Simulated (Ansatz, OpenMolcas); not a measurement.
## How basis sets differ on GaHClF (SMILES [F][GaH][Cl])

GaHClF: 4 atoms, total charge 0, spin state singlet. As SMILES, `[F][GaH][Cl]`. The shape is that of a PBE0-D4/def2-TZVP optimisation.

Quantity: the dipole moment, in D. The values are calculated.

```tsv
level	kind	program	value (D)	CPU time
HF/STO-3G	Hartree–Fock	OpenMolcas	2.35	2.4 s
HF/3-21G	Hartree–Fock	Ansatz	2.89	1.1 s
HF/6-31G (RICD fitting)	Hartree–Fock	OpenMolcas	3.11	4.3 s
HF/def2-SVP	Hartree–Fock	OpenMolcas	2.37	5.3 s
```

All-electron rows without a relativistic Hamiltonian named are non-relativistic. The values span 2.35 to 3.11 D. Sets without polarisation functions give poor dipoles. CPU times are rough (shared hosts, several kinds of processor): they show what a rung costs within a factor of a few.

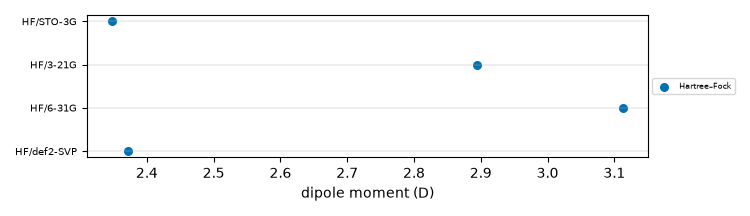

The values of the table, level by level.
